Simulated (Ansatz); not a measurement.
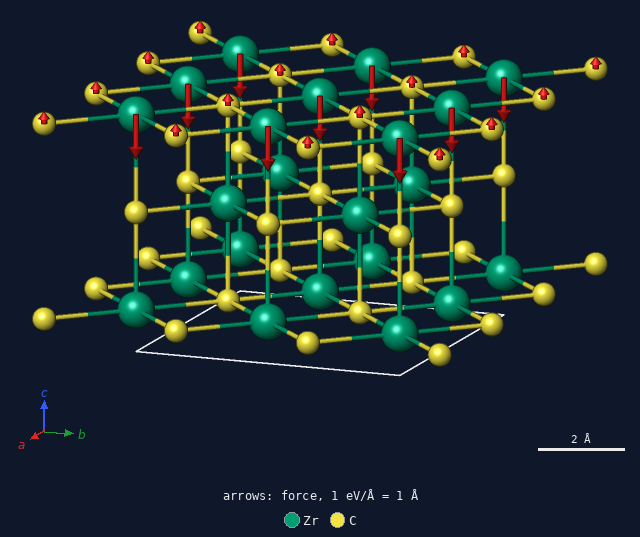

Starting geometry of a slab of composition ZrC (cut from the Fm-3m phase) with the computed forces as red arrows. Style: ball-and-stick. Shown: the cell of the calculation, outlined in the plane, without the vacuum, slightly off an axis.

Case: clean slab, lower planes held. The slab is the (1 0 0) face of ZrC. 8 atoms are held fixed.

Level of theory: DFT PBE+D3(BJ), scalar-relativistic, plane waves, PAW (Ansatz 0.2.0). Set-up: plane-wave cutoff 420 eV; k-point mesh 3 × 3 × 1; occupations gaussian; smearing width 0.1 eV; no spin polarisation; dipole correction; atoms relaxed in a fixed cell; force threshold 0.03 eV/Å; at most 70 steps.

> Is this structure relaxed? If not, where do the atoms go?

It isn't relaxed: the largest force vector, on Zr atoms, is 1.09 eV/Å. The final displacements follow the starting forces only in part (cosine between the two patterns 0.63). The energy falls by 0.273 eV per cell of the calculation in 3 accepted moves (4 points after the start). Largest force component: 1.1 eV/Å at the start, 0.0061 eV/Å at the end. The line search rejected the trial step at point 1 of the run. The largest moves, 0.14 Å, are those of Zr atoms. Largest moves by element: Zr 0.14 Å, C 0.08 Å. The cell doesn't change. Some distances before and after: C–Zr 2.336 → 2.264 Å, Zr–Zr 3.304 → 3.247 Å, C–Zr 2.336 → 2.318 Å. Bond angles that change, for instance: C–Zr–C 180.0° → 176.9°, Zr–C–Zr 180.0° → 176.9°. The run took 45 s on 4 threads of Intel(R) Xeon(R) 6975P-C (Granite Rapids), on a shared host, peak memory 1.7 GiB.
